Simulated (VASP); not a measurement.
Band structure of MgZnO2 (space group R-3m). All values below come from PBEsol GGA with spin-orbit coupling, VASP's PBE PAW potentials (set 64) (plane waves; VASP).

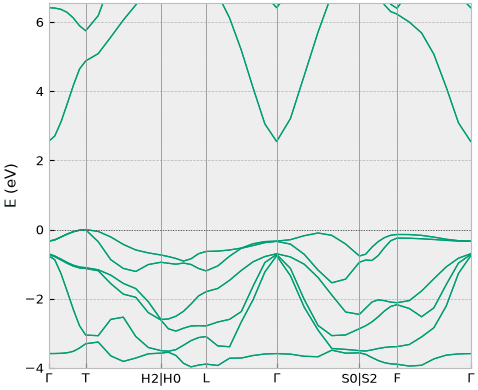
Figure: Bands along high-symmetry lines, zero at the valence-band maximum or, without a gap, the Fermi level

Task: Read the plot: is there a gap, and where are the band edges?

Result: The gap is indirect, 2.55 eV, from the valence maximum at T to the conduction minimum at Γ.

The structure comes from a computed database's MgZnO2 entry (R-3m); how it stands against other phases isn't given here. It was relaxed first.
